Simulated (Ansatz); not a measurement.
SiH5O: geometry relaxation

System: SiH5O, multiplicity 2.
Method: UKS revPBE-D4/def2-SVP (Ansatz 0.2.0).

The input holds or restrains some coordinates. Forces given for the steps count only the free coordinates. It belongs to a series of runs on one base structure; here: pulled along the bonds that form and break, towards end A. Figures and captions count atoms from 1; the log counts them from 0 in places.

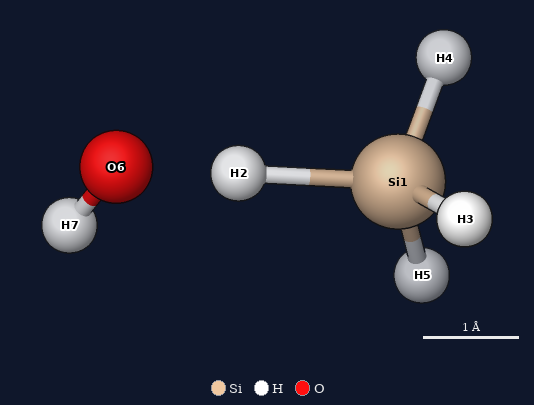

Fig. 1: The structure as given in the input (ball-and-stick view, seen at a tilt; atoms are numbered from 1 in the order of the input). Bond lengths as drawn: H–O 1.01 Å and H–Si 1.46 to 1.71 Å.

**Input file**
```yaml
crystal:
  periodic: [false, false, false]
  atoms:
    - { symbol: Si, position_ang: [0.0, 0.0, 0.0] }
    - { symbol: H, position_ang: [0.0, 0.0, 1.71] }
    - { symbol: H, position_ang: [1.3768, 0.0, -0.4862] }
    - { symbol: H, position_ang: [-0.6877, 1.1914, -0.4862] }
    - { symbol: H, position_ang: [-0.6877, -1.1914, -0.4862] }
    - { symbol: O, position_ang: [0.0, 0.0, 3.02] }
    - { symbol: H, position_ang: [-0.5144, -0.8011, 3.3571] }
magnetization:
  spin_polarized: true
  initial_magnetization: 1
basis:
  gaussian: { orbitals: def2-SVP }
hamiltonian:
  xc: revpbe
  dispersion: d4
relax:
  f_tol: 0.15
  max_steps: 25
  restrain:
    - { distance: [1, 5], at: 2.21, k: 30.0 }
    - { distance: [0, 1], at: 1.46, k: 30.0 }
output:
  orbitals: {}
```

Machine: 1 thread of Arm Neoverse V2, 24 GiB of memory available, shared host.

Command:
```bash
ansatz run input.yaml --threads 1 --pin off --max-ram 2048MiB --backend cpu --events-out ev --progress --plain --runs-dir out
```

**The program's output**
```
The last accepted step is kept in [file] (removed where the run ends without a failure and the disk answers)
Engine: ansatz 0.2.0, aarch64-unknown-linux-gnu
Functional definition: revPBE
  parameter kappa = 1.245
  parameter beta = 0.06672455060314922
  exchange = pbe_x(kappa = kappa, mu = beta*pi^2/3)
  correlation = pbe_c(beta = beta)
629 factors; their error is unknown
mean field evaluation 1: about -9991.9441 eV, gradient 3.5e1 eV
mean field evaluation 2: about -9912.6689 eV, gradient 1.1e2 eV
mean field evaluation 4: about -9996.3067 eV, gradient 9.5e0 eV
mean field evaluation 8: about -9996.8848 eV, gradient 1.0e-1 eV
mean field evaluation 16: about -9996.8443 eV, gradient 7.2e-5 eV
mean field -9996.84429502 eV, -367.3772517375 hartree, gradient 6.8e-6 eV, S^2 0.753884; 3 other end points of the search recorded, 0 dependent functions left out
the calculation of the forces begins
reference -9996.84433300 eV, -367.3772531332 hartree; 14, 13 occupied and 43, 44 virtual orbitals, 629 factors
relax step   1: F+E_penalty+E_count = -9997.05688510 eV  Δ(F+E_penalty+E_count) = +0.000e0 eV  max|allowed force component| = 1.658e0 eV/Å  E_restraint = 13.08750000 eV  max|allowed force component, restraints' pulls added| = 3.284e1 eV/Å  Δτ_max = 0.0000 Å  (58 SCF iters, accepted)
  distance H 1 - O 5 = 1.3100 Å
  distance Si 0 - H 1 = 1.7100 Å
these checks for a lower state are left out or cut short: starts, cluster_reference, orbital_swaps, neighbouring_geometries, increment
629 factors; their error is unknown
mean field evaluation 32: about -9996.6116 eV, gradient 6.7e-2 eV
mean field -9996.61166277 eV, -367.3687026601 hartree, gradient 7.8e-6 eV, S^2 0.752661; 0 other end points of the search recorded, 0 dependent functions left out
the calculation of the forces begins
reference -9996.61170121 eV, -367.3687040725 hartree; 14, 13 occupied and 43, 44 virtual orbitals, 629 factors
relax step   2: F+E_penalty+E_count = -9996.81727112 eV  Δ(F+E_penalty+E_count) = +2.396e-1 eV  max|allowed force component| = 7.787e-1 eV/Å  E_restraint = 4.00449226 eV  max|allowed force component, restraints' pulls added| = 1.628e1 eV/Å  Δτ_max = 0.1950 Å  (37 SCF iters, accepted)
  distance H 1 - O 5 = 1.6962 Å
  distance Si 0 - H 1 = 1.5148 Å
these checks for a lower state are left out or cut short: starts, cluster_reference, orbital_swaps, neighbouring_geometries, increment
629 factors; their error is unknown
mean field -9996.44064028 eV, -367.3624176993 hartree, gradient 6.0e-6 eV, S^2 0.751898; 0 other end points of the search recorded, 0 dependent functions left out
the calculation of the forces begins
reference -9996.44067825 eV, -367.3624190947 hartree; 14, 13 occupied and 43, 44 virtual orbitals, 629 factors
relax step   3: F+E_penalty+E_count = -9996.63816502 eV  Δ(F+E_penalty+E_count) = +1.791e-1 eV  max|allowed force component| = 2.162e0 eV/Å  E_restraint = 0.47969976 eV  max|allowed force component, restraints' pulls added| = 5.032e0 eV/Å  Δτ_max = 0.1983 Å  (52 SCF iters, accepted)
  distance H 1 - O 5 = 2.0371 Å
  distance Si 0 - H 1 = 1.4143 Å
these checks for a lower state are left out or cut short: starts, cluster_reference, orbital_swaps, neighbouring_geometries, increment
629 factors; their error is unknown
mean field -9996.53688956 eV, -367.3659547952 hartree, gradient 1.6e-7 eV, S^2 0.751774; 0 other end points of the search recorded, 0 dependent functions left out
the calculation of the forces begins
reference -9996.53692808 eV, -367.3659562110 hartree; 14, 13 occupied and 43, 44 virtual orbitals, 629 factors
relax step   4: F+E_penalty+E_count = -9996.72272530 eV  Δ(F+E_penalty+E_count) = -8.456e-2 eV  max|allowed force component| = 7.820e-1 eV/Å  E_restraint = 0.00203687 eV  max|allowed force component, restraints' pulls added| = 4.384e-1 eV/Å  Δτ_max = 0.1951 Å  (83 SCF iters, accepted)
  distance H 1 - O 5 = 2.2102 Å
  distance Si 0 - H 1 = 1.4717 Å
these checks for a lower state are left out or cut short: starts, cluster_reference, orbital_swaps, neighbouring_geometries, increment
629 factors; their error is unknown
mean field evaluation 64: about -9996.5705 eV, gradient 1.2e0 eV
mean field -9996.54199906 eV, -367.3661425660 hartree, gradient 2.6e-7 eV, S^2 0.751790; 0 other end points of the search recorded, 0 dependent functions left out
the calculation of the forces begins
reference -9996.54203778 eV, -367.3661439887 hartree; 14, 13 occupied and 43, 44 virtual orbitals, 629 factors
relax step   5: F+E_penalty+E_count = -9996.72722675 eV  Δ(F+E_penalty+E_count) = -4.501e-3 eV  max|allowed force component| = 6.676e-1 eV/Å  E_restraint = 0.00501023 eV  max|allowed force component, restraints' pulls added| = 6.629e-2 eV/Å  Δτ_max = 0.0489 Å  (76 SCF iters, accepted)
  distance H 1 - O 5 = 2.2066 Å
  distance Si 0 - H 1 = 1.4780 Å
629 factors; their error is unknown
mean field evaluation 96: about -9996.5420 eV, gradient 6.8e-4 eV
```

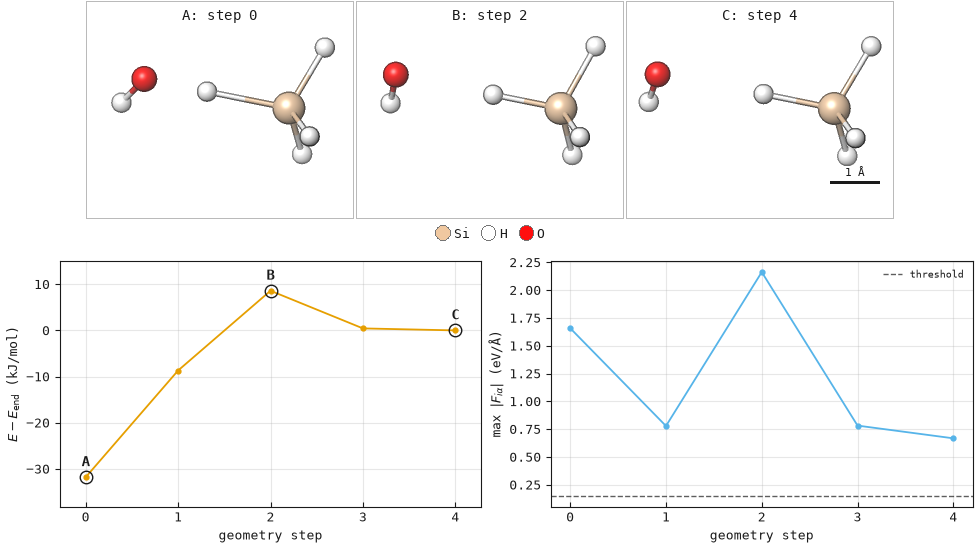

Fig. 2: Frames of the restrained relaxation (ball-and-stick view, seen at a tilt) above the curves, on which the letters mark them (the first geometry is step 0 here and step 1 in the log).

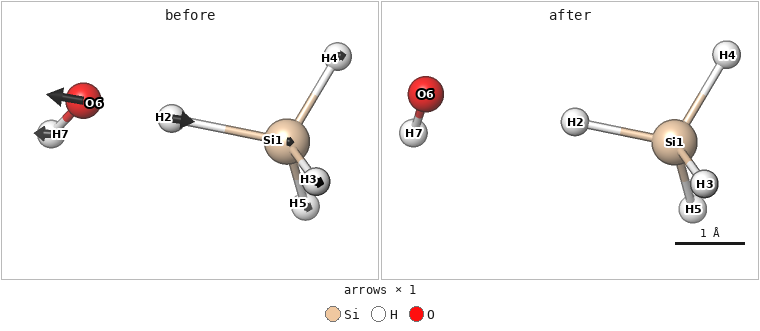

Fig. 3: Before (left) and after (right) the restrained relaxation, at one scale (ball-and-stick view, seen at a tilt). The black arrows give the displacements, at true length. Over 4 geometry steps the energy rises by 31.8 kJ/mol. Largest force component: 1.7 eV/Å at the start, 0.67 eV/Å at the end. The atom that moves furthest after the best rigid fit is O6 (0.55 Å). By element the largest moves are O 0.55 Å, H 0.34 Å, Si 0.11 Å. Among the contacts that change: Si1–H2 1.710 → 1.478 Å, Si1–H3 1.460 → 1.503 Å, O6–H7 1.010 → 0.991 Å. (Atoms are counted from 1 in the order of the input.)

```
mean field -9996.54199906 eV, -367.3661425660 hartree, gradient 2.6e-7 eV, S^2 0.751790; 4 other end points of the search recorded, 0 dependent functions left out
the calculation of the forces begins
reference -9996.54203778 eV, -367.3661439887 hartree; 14, 13 occupied and 43, 44 virtual orbitals, 629 factors
Total energy: -9996.72726547 eV, -367.3729509807 hartree
Atom 0 at     0.009711     0.014998    -0.109954 Å, force    -0.003025    -0.005195    -0.550713 eV/Å
Atom 1 at     0.014987     0.024382     1.367962 Å, force     0.003306     0.006155     0.667637 eV/Å
Atom 2 at     1.427256     0.008061    -0.609947 Å, force    -0.000956    -0.001220    -0.003515 eV/Å
Atom 3 at    -0.705060     1.239038    -0.610426 Å, force    -0.000511    -0.001491    -0.003436 eV/Å
Atom 4 at    -0.702204    -1.217965    -0.597746 Å, force     0.001339     0.002366     0.003809 eV/Å
Atom 5 at    -0.011021    -0.018268     3.573987 Å, force    -0.041191    -0.064311    -0.103644 eV/Å
Atom 6 at    -0.546670    -0.851346     3.614623 Å, force     0.041039     0.063696    -0.010139 eV/Å
Dipole moment:    -0.169219    -0.263050    -0.060264 e Å
```

**Trajectory as extended XYZ (Å, eV, eV/Å), 5 frames, from step=1 to step=5**
```
7
Properties=species:S:1:pos:R:3:forces:R:3 step=1 energy=-9997.05688
Si    0.0000    0.0000    0.0000    0.0065  -0.0142   0.4908
H     0.0000    0.0000    1.7100   -0.1309  -0.2043   1.6581
H     1.3768    0.0000   -0.4862    0.8314  -0.0206  -0.1611
H    -0.6877    1.1914   -0.4862   -0.4435   0.7276  -0.1713
H    -0.6877   -1.1914   -0.4862   -0.4334  -0.7512  -0.1908
O     0.0000    0.0000    3.0200   -0.3033  -0.4741  -0.7636
H    -0.5144   -0.8011    3.3571    0.4731   0.7368  -0.8621
7
Properties=species:S:1:pos:R:3:forces:R:3 step=2 energy=-9996.81727
Si   -0.0002   -0.0004    0.0003    0.0264   0.0280  -0.0709
H     0.0035    0.0054    1.5151    0.0050   0.0078   0.7787
H     1.3930   -0.0008   -0.4872    0.4864  -0.0174  -0.1187
H    -0.6966    1.2053   -0.4874   -0.2644   0.4231  -0.1242
H    -0.6962   -1.2062   -0.4880   -0.2618  -0.4534  -0.1324
O     0.0085    0.0132    3.2113   -0.2383  -0.3721  -0.1848
H    -0.5250   -0.8176    3.3645    0.2467   0.3841  -0.1477
7
Properties=species:S:1:pos:R:3:forces:R:3 step=3 energy=-9996.63817
Si    0.0008    0.0009   -0.0418    0.0152   0.0176  -1.3365
H     0.0022    0.0035    1.3725    0.0129   0.0206   2.1623
H     1.4063   -0.0008   -0.4945    0.4290  -0.0124  -0.2414
H    -0.7034    1.2169   -0.4948   -0.2278   0.3698  -0.2436
H    -0.7027   -1.2174   -0.4957   -0.2163  -0.3746  -0.2360
O     0.0112    0.0174    3.4095   -0.2141  -0.3339  -0.1551
H    -0.5275   -0.8215    3.3734    0.2010   0.3129   0.0502
7
Properties=species:S:1:pos:R:3:forces:R:3 step=4 energy=-9996.72272
Si    0.0083    0.0127   -0.1008   -0.0055  -0.0094  -0.6775
H     0.0104    0.0168    1.3709    0.0067   0.0114   0.7820
H     1.4274    0.0053   -0.5982   -0.0138   0.0037  -0.0009
H    -0.7078    1.2379   -0.5986    0.0102  -0.0101  -0.0009
H    -0.7033   -1.2197   -0.5925    0.0063   0.0110   0.0059
O    -0.0070   -0.0117    3.5808    0.0436   0.0675  -0.1160
H    -0.5409   -0.8423    3.5669   -0.0475  -0.0741   0.0074
7
Properties=species:S:1:pos:R:3:forces:R:3 step=5 energy=-9996.72723
Si    0.0097    0.0150   -0.1100   -0.0030  -0.0052  -0.5507
H     0.0150    0.0244    1.3680    0.0033   0.0062   0.6676
H     1.4273    0.0081   -0.6099   -0.0010  -0.0012  -0.0035
H    -0.7051    1.2390   -0.6104   -0.0005  -0.0015  -0.0034
H    -0.7022   -1.2180   -0.5977    0.0013   0.0024   0.0038
O    -0.0110   -0.0183    3.5740   -0.0412  -0.0643  -0.1036
H    -0.5467   -0.8513    3.6146    0.0410   0.0637  -0.0101
```

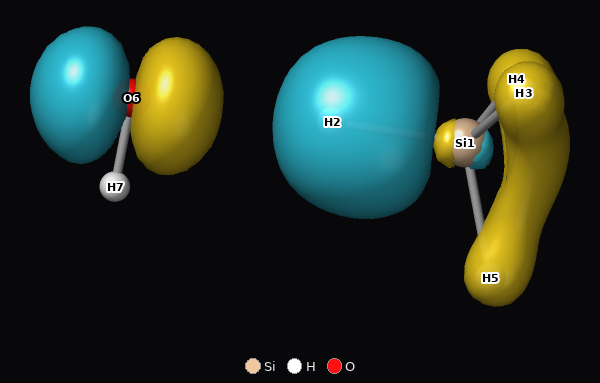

Fig. 4: One frontier orbital at ±0.15 Å⁻³ᐟ² (yellow and cyan are the two phases), seen face on. The HOMO−1 (α), at −8.09 eV. It lies mainly on O6 (35 %), Si1 (30 %) and H2 (25 %).

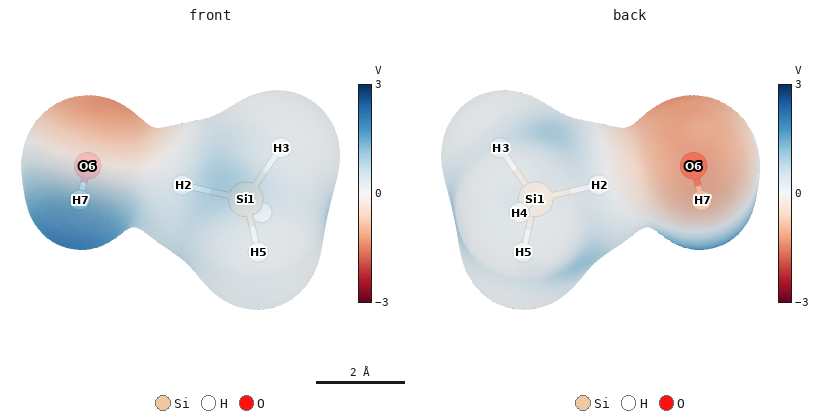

Fig. 5: The molecular electrostatic potential painted on the density surface at 0.002 e/bohr³, seen at a tilt and from behind; red is negative and blue positive.

**Summary**

| quantity | value |
| --- | --- |
| outcome | converged under the restraints of the input |
| total energy | −9996.7273 eV |
| mean-field energy | −9996.5420 eV |
| ⟨S²⟩ | 0.752 |
| largest force (length of the vector) at the end, held atoms and coordinates included | 0.668 eV/Å |
| wall time | 22 s |
| peak memory | 0.13 GiB |
